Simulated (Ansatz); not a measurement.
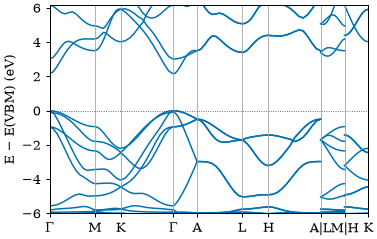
Figure. Band structure from plane-wave PAW PBEsol (Ansatz code)

Read off the gap and where the band edges lie.

About 2.2 eV (2.15 eV by a search for the band edges); maximum at Γ, minimum at Γ.

Which of these materials gives this?
A) ZnS, wurtzite
B) SnC, wurtzite
C) BeSe, wurtzite
D) ZnO, wurtzite

A, ZnS, wurtzite

Space group P6_3mc (wurtzite). The cell was relaxed with PBEsol under the symmetry of its start.

Potentials: the earlier of the program's two PAW sets. The files were generated under PBE; for other functionals the program regenerates the frozen cores, and for LDA and PBEsol the local potential too.
